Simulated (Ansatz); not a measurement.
# Geometry relaxation of CH$_{9}$BN$_{2}$ (part 2 of 2)

CH$_{9}$BN$_{2}$; RKS B3LYP/6-31G* (Ansatz 0.2.0). The input holds or restrains some coordinates. Forces given for the steps count only the free coordinates. It belongs to a series of runs on one base structure; here: pulled along the bonds that form and break, towards end A.

Geometry of the input (Å):
```
B  0.0000  0.0000  0.0000
H  0.0000  0.0000  1.5400
C  1.3856  0.0000  -0.8000
H  1.7152  -1.0462  -0.9702
H  1.2491  0.5080  -1.7774
H  2.1552  0.5381  -0.2082
N  -1.3423  0.0000  -0.7750
H  -2.0112  -0.8164  -0.6764
H  -1.5914  0.8164  -1.4036
N  -0.2314  1.7403  0.5833
H  -1.1621  2.2275  0.4417
H  0.5667  2.2503  1.0593
H  -0.1183  0.8900  1.5631
```

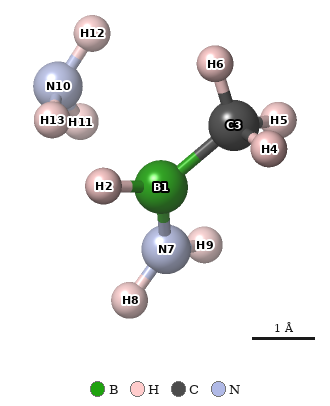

Fig. 1: The geometry at step 7 of the log (ball-and-stick view, seen at a tilt; atoms are numbered from 1 in the order of the input).

Trajectory as extended XYZ, continued
```
13
Properties=species:S:1:pos:R:3:forces:R:3 step=3 energy=-4838.80429
B     0.0061   -0.2617    0.0159   -1.3664   3.7382  -0.6897
H     0.0400   -0.3231    1.3312   -0.2013  -1.7057  -1.9762
C     1.3795   -0.0130   -0.7884   -0.4865  -0.4362   0.3909
H     1.7258   -1.0415   -0.9758    0.5377   0.0788  -0.2797
H     1.2468    0.5005   -1.7654   -0.1020  -0.3467   0.4943
H     2.1521    0.5297   -0.2122   -0.1636  -0.3654  -0.1076
N    -1.3270   -0.0294   -0.7486    0.9536  -1.2628   1.1315
H    -2.0084   -0.7926   -0.6846   -0.0997   0.8888  -0.1855
H    -1.5724    0.7762   -1.3802    0.8303  -1.7296   0.7647
N    -0.2450    1.9437    0.7421    0.1782  -3.8529   1.5393
H    -1.1612    2.2568    0.4646    0.3764   0.8830   0.5697
H     0.5864    2.3289    1.0573    1.3938   3.3250  -0.4678
H    -0.2077    1.2336    1.5206   -1.8504   0.7856  -1.1840
13
Properties=species:S:1:pos:R:3:forces:R:3 step=4 energy=-4839.48399
B     0.0009   -0.3534   -0.0268   -1.0350   3.7357  -1.3734
H     0.0394   -0.4487    1.1824   -0.2585  -1.5721  -0.3429
C     1.3730   -0.0309   -0.7873   -0.4202  -0.3584   0.1408
H     1.7504   -1.0451   -0.9881    0.5060   0.0118  -0.2829
H     1.2422    0.4874   -1.7542   -0.0659  -0.2534   0.2450
H     2.1416    0.5144   -0.2108   -0.2512  -0.3245   0.0158
N    -1.3109   -0.0670   -0.7299    1.1383  -1.1595   0.9030
H    -2.0241   -0.7802   -0.6755   -0.4793   0.3601   0.1330
H    -1.5346    0.7146   -1.3657    0.7620  -1.1202   0.1900
N    -0.2647    2.0507    0.8496    1.2900  -2.4753   1.7475
H    -1.1582    2.3039    0.4763    0.3334   0.9414   0.0771
H     0.6343    2.4497    1.0464   -0.4229   1.8231  -0.9343
H    -0.2741    1.3127    1.5600   -1.0968   0.3914  -0.5187
13
Properties=species:S:1:pos:R:3:forces:R:3 step=5 energy=-4840.28270
B    -0.0045   -0.3055   -0.0784   -1.0123   1.3835  -0.2406
H     0.0011   -0.5415    1.1094   -0.0848  -1.0473  -0.2851
C     1.3756   -0.0523   -0.8048   -0.1949   0.0805   0.0091
H     1.7959   -1.0496   -1.0186    0.0905   0.0795  -0.0966
H     1.2463    0.4725   -1.7592    0.1224  -0.0558  -0.0585
H     2.1226    0.4869   -0.2021   -0.1522  -0.1373  -0.0298
N    -1.3032   -0.1274   -0.7363    0.9949  -0.5527   0.4517
H    -2.0749   -0.7725   -0.6199   -0.1055   0.4114   0.3620
H    -1.4800    0.6106   -1.4095    0.2845  -0.5677  -0.3485
N    -0.2755    2.1611    1.0096   -0.1222  -2.1070   1.7746
H    -1.1221    2.3757    0.4914    0.9718   0.3203   0.0452
H     0.6439    2.5751    1.0231   -0.5841   0.5501  -0.6332
H    -0.3100    1.2750    1.5720   -0.2079   1.6425  -0.9504
13
Properties=species:S:1:pos:R:3:forces:R:3 step=6 energy=-4840.75659
B    -0.0209   -0.2536   -0.0518   -0.7143   0.2385  -1.0707
H    -0.0238   -0.6077    1.0854   -0.0644  -0.6906   0.1154
C     1.3468   -0.0330   -0.8071    0.3396   0.1846   0.0764
H     1.7858   -1.0230   -1.0270   -0.1681   0.0076   0.0924
H     1.2754    0.4725   -1.7778   -0.1058   0.0935   0.0234
H     2.1077    0.4802   -0.2042   -0.0349   0.0424  -0.0136
N    -1.2762   -0.1493   -0.7508    0.2483  -0.3711   0.4419
H    -2.0972   -0.7161   -0.5371    0.2170   0.6005   0.2962
H    -1.4416    0.5181   -1.4972    0.2617  -0.5225  -0.2476
N    -0.3158    2.2033    1.1954   -0.2458   0.0151   0.0882
H    -1.0302    2.3987    0.4560    1.0907  -0.7020   0.9682
H     0.6045    2.6152    0.9477   -0.9007  -0.8504   0.1864
H    -0.2995    1.2028    1.5452    0.0768   1.9541  -0.9568
13
Properties=species:S:1:pos:R:3:forces:R:3 step=7 energy=-4841.03104
B    -0.0324   -0.2462   -0.0611   -0.6203   0.1377  -0.9092
H    -0.0262   -0.6156    1.0728   -0.1562  -0.5063   0.0932
C     1.3435   -0.0006   -0.7959    0.1666  -0.0366  -0.1091
H     1.7640   -0.9902   -1.0432   -0.0802  -0.0202   0.0315
H     1.2770    0.5349   -1.7509   -0.0647   0.0916   0.0120
H     2.1135    0.4799   -0.1815   -0.0839   0.0924   0.0577
N    -1.2798   -0.1676   -0.7621    0.1741  -0.2054   0.4050
H    -2.1525   -0.5848   -0.4190    0.5409   0.5380  -0.0994
H    -1.3956    0.3699   -1.6233    0.1188  -0.5563   0.2088
N    -0.3154    2.1995    1.2126   -0.2608  -0.0610   0.2020
H    -1.0029    2.3463    0.4481    0.8366  -0.5043   0.7381
H     0.6038    2.5849    0.9459   -0.6364  -0.6521   0.1170
H    -0.2817    1.1977    1.5343    0.0654   1.6824  -0.7475
13
Properties=species:S:1:pos:R:3:forces:R:3 step=8 energy=-4841.21115
B    -0.0405   -0.1999   -0.0613   -0.2459  -0.5817  -0.7977
H    -0.0693   -0.6139    1.0564   -0.0195  -0.1713   0.2002
C     1.3376    0.0183   -0.8041    0.0224   0.0804   0.0667
H     1.7503   -0.9747   -1.0497   -0.0368   0.0639   0.0495
H     1.2691    0.5725   -1.7490   -0.0236   0.0286   0.0097
H     2.0848    0.5078   -0.1695    0.0472   0.0254  -0.0308
N    -1.2660   -0.1805   -0.7632   -0.5299   0.2177  -0.2869
H    -2.1634   -0.4739   -0.3442    0.7892   0.3823  -0.4326
H    -1.3532    0.2064   -1.7206    0.0139  -0.5358   0.9021
N    -0.3211    2.2227    1.2716   -0.0745  -0.2863  -0.0982
H    -0.9556    2.2902    0.4627    0.3776  -0.0522   0.4029
H     0.6068    2.5223    0.9493   -0.3252  -0.1970   0.0835
H    -0.2644    1.2106    1.4982    0.0051   1.0259  -0.0683
13
Properties=species:S:1:pos:R:3:forces:R:3 step=9 energy=-4841.25309
B    -0.0515   -0.1960   -0.0755    0.0650  -0.1558  -0.3486
H    -0.0874   -0.5849    1.0525    0.0012  -0.2283   0.1247
C     1.3290    0.0581   -0.8020    0.1000  -0.1865  -0.2065
H     1.7985   -0.9301   -0.9448    0.0120   0.0520  -0.0373
H     1.2398    0.5105   -1.8026   -0.0087  -0.0115   0.1293
H     2.0632    0.6383   -0.2290   -0.1286   0.0251   0.0519
N    -1.2706   -0.1410   -0.7664   -0.1260  -0.0759  -0.1046
H    -2.1578   -0.3972   -0.3496    0.0993   0.0304  -0.0699
H    -1.3469    0.1290   -1.7414    0.0063  -0.0352   0.1195
N    -0.2869    2.1967    1.2797    0.0533  -0.3295   0.2923
H    -0.9235    2.2902    0.4891    0.0519  -0.0184   0.0533
H     0.6550    2.3337    0.9037   -0.1949  -0.0400   0.1027
H    -0.3457    1.2005    1.5631    0.0694   0.9737  -0.1067
13
Properties=species:S:1:pos:R:3:forces:R:3 step=10 energy=-4841.26524
B    -0.0644   -0.1890   -0.0797   -0.0213  -0.5135  -0.4325
H    -0.1164   -0.5684    1.0528    0.0223  -0.1736   0.1025
C     1.3215    0.0412   -0.8052   -0.0399   0.0101   0.2221
H     1.7838   -0.9365   -0.9901    0.0270  -0.1030  -0.0272
H     1.2412    0.5461   -1.7690   -0.0147   0.1076  -0.1988
H     2.0396    0.5929   -0.1896    0.0203   0.0509   0.0256
N    -1.2774   -0.1770   -0.7882    0.0347   0.1151   0.0206
H    -2.1701   -0.3990   -0.3691    0.0161  -0.0069  -0.0165
H    -1.3484    0.1088   -1.7567   -0.0082  -0.0457   0.0039
N    -0.2923    2.2051    1.2801    0.0325  -0.2820   0.4266
H    -0.9027    2.2060    0.4685   -0.0741  -0.0031  -0.0479
H     0.6324    2.4596    0.9412    0.0673   0.0163  -0.0012
H    -0.2319    1.2182    1.5814   -0.0619   0.8278  -0.0772
13
Properties=species:S:1:pos:R:3:forces:R:3 step=11 energy=-4841.26956
B    -0.0700   -0.1905   -0.0854    0.0658  -0.2971  -0.3498
H    -0.1226   -0.5526    1.0522   -0.0007  -0.2238   0.0847
C     1.3187    0.0484   -0.8029   -0.0067  -0.0400  -0.0301
H     1.7974   -0.9287   -0.9671    0.0202   0.0009  -0.0125
H     1.2371    0.5359   -1.7837   -0.0018  -0.0030   0.0130
H     2.0243    0.6262   -0.1949   -0.0094   0.0065   0.0149
N    -1.2806   -0.1499   -0.7926   -0.0447  -0.0455  -0.0176
H    -2.1726   -0.3836   -0.3792   -0.0012  -0.0172  -0.0117
H    -1.3428    0.0715   -1.7779    0.0088   0.0323   0.0068
N    -0.2724    2.2013    1.2841    0.0022  -0.3215   0.4874
H    -0.9148    2.1967    0.4959   -0.0001  -0.0042  -0.0189
H     0.6499    2.4111    0.9080    0.0009   0.0015  -0.0076
H    -0.2366    1.2223    1.6203   -0.0334   0.9111  -0.1586
```

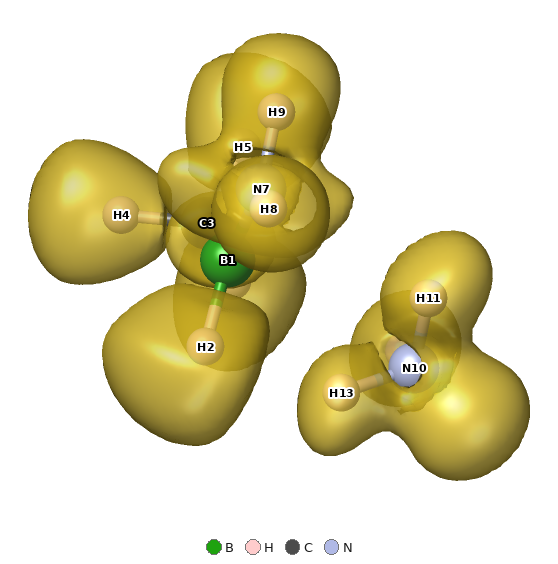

Fig. 2: Isosurface of the electron localisation function at 0.75 (yellow), seen at an oblique angle. Only the valence region is drawn (cores and ρ < 0.01 e/Å³ removed). Values along the shortest contacts: B1···H13 (2.22 Å): the ELF is only about 0.10 between them; a non-bonded, intermolecular contact.

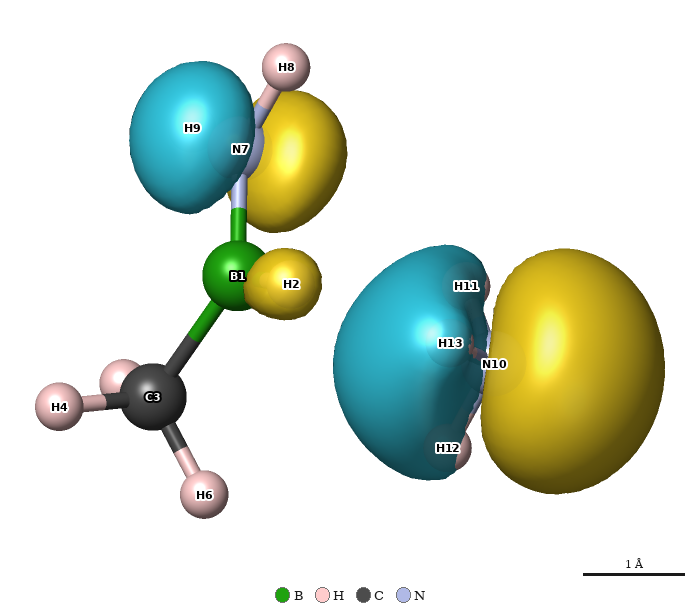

Fig. 3: The HOMO at ±0.1 Å⁻³ᐟ² (yellow and cyan are the two phases), seen face on. Its energy is −6.57 eV.

Key numbers

- outcome: converged under the restraints of the input
- total energy: −4841.2698 eV
- mean-field energy: −4841.2698 eV
- largest force (length of the vector) at the end, held atoms and coordinates included: 0.925 eV/Å
- hardware: 1 thread of Intel Xeon (Granite Rapids), 32 GiB of memory available, shared host
- wall time: 23 s
- peak memory: 0.17 GiB
